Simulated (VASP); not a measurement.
Band structure of Ta2O5 (space group I4/mmm). Method: PBEsol GGA, VASP's PBE PAW potentials (set 64) (plane waves; VASP).

Unless said otherwise, spin-orbit coupling is left out, though it shifts the bands of the heavy elements here.

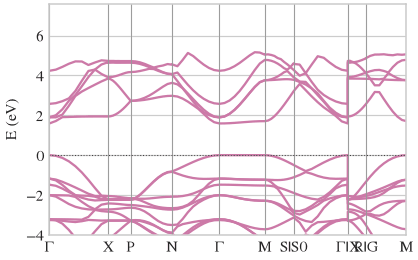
Fig. 1. Bands along high-symmetry lines, zero at the valence-band maximum or, without a gap, the Fermi level

### Question
Read the plot: is there a gap, and where are the band edges?

### Answer
The gap is direct, 1.59 eV, from the valence maximum at Γ to the conduction minimum at Γ. (Edges off the drawn lines would not show.)

The structure comes from a computed database's Ta2O5 entry (I4/mmm); how it stands against other phases isn't given here. It was relaxed first.
